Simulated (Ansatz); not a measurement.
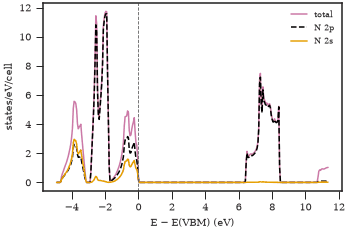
*Total and projected density of states of N in space group P6_3/mmc (No. 194; N on 4f), DFT-LDA in the program Ansatz with PAW potentials*

Which orbitals carry the states next to the gap?

Top 1 eV of the valence band: N 2p 63 %, N 2s 33 %. Bottom 1 eV of the conduction band: N 2p 96 %. Projections are on Löwdin-orthogonalised atomic valence shells; empty p or d shells of many metals are not among them.

Where is the tallest occupied peak in this window, and what makes it?

Near -2.0 eV, about 12 states/eV per cell; the largest projected share is N 2p.

The first step of the workflow began from a Materials Project structure, measured or hypothetical; the Crystallography Open Database copy checked does not list it. It is not the usual solid phase (space group No. 205). The cell was relaxed with LDA under the symmetry of its start; whether a distortion lowers the energy is not shown. The substance is a gas or liquid at ambient conditions. A crystal of weakly bound molecules computed without a dispersion correction: the cell and the soft elastic constants depend strongly on that.

Potentials: the later of the program's two PAW sets.
